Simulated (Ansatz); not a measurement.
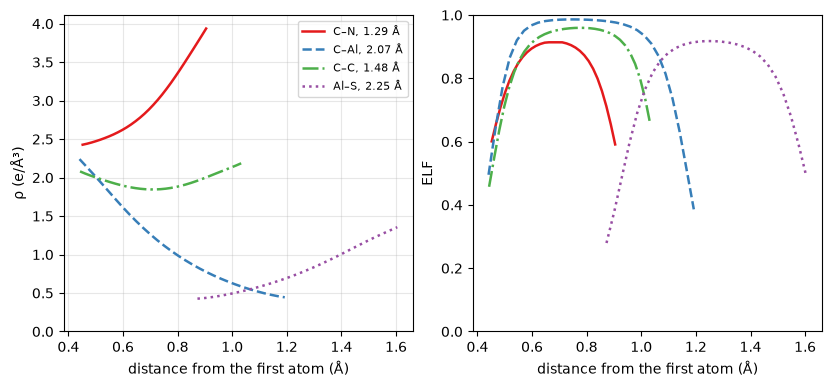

*C₂H₈AlNS. Total electron density and electron localisation function along straight lines between neighbouring atoms. The curves leave out the atomic cores.*

Geometry: PBE0-D4/def2-TZVP.

Theory: RKS PBE0-D4/def2-TZVPP (Ansatz).

```yaml
atoms:
  - { symbol: C, position_ang: [-1.2323, 0.5137, 0.9431] }
  - { symbol: C, position_ang: [0.0109, -0.1733, 0.5438] }
  - { symbol: N, position_ang: [0.8960, -0.3892, 1.4600] }
  - { symbol: Al, position_ang: [0.5908, -0.7127, -1.3727] }
  - { symbol: S, position_ang: [0.8249, 1.3162, -2.3212] }
  - { symbol: H, position_ang: [-1.2925, 0.7757, 2.0050] }
  - { symbol: H, position_ang: [-1.3227, 1.4182, 0.3340] }
  - { symbol: H, position_ang: [-2.0847, -0.1149, 0.6692] }
  - { symbol: H, position_ang: [1.7625, -0.8473, 1.1927] }
  - { symbol: H, position_ang: [0.7844, -0.1074, 2.4294] }
  - { symbol: H, position_ang: [-0.5575, -1.6348, -1.9935] }
  - { symbol: H, position_ang: [2.0135, -1.3576, -0.9483] }
  - { symbol: H, position_ang: [-0.3731, 1.2784, -2.9267] }
```

Question: What can be read from the curves?

Answer: C–N (1.29 Å): ρ at the midpoint is about 2.7 e/Å³; the ELF peaks at about 0.90 between the atoms, as expected for a covalent bond.
C–Al (2.07 Å): ρ is about 0.58 e/Å³ halfway; the ELF peaks at about 1 in the valence shell of C, 0.8 Å from its nucleus, and is about 0.90 at the midpoint.
C–C (1.48 Å): ρ is about 1.8 e/Å³ halfway; the ELF peaks at about 0.95 between the atoms (a shared electron pair).
Al–S (2.25 Å): ρ at the midpoint is about 0.61 e/Å³; the ELF peaks at about 0.90 in the valence shell of S, 1.0 Å from its nucleus, and is about 0.90 at the midpoint.
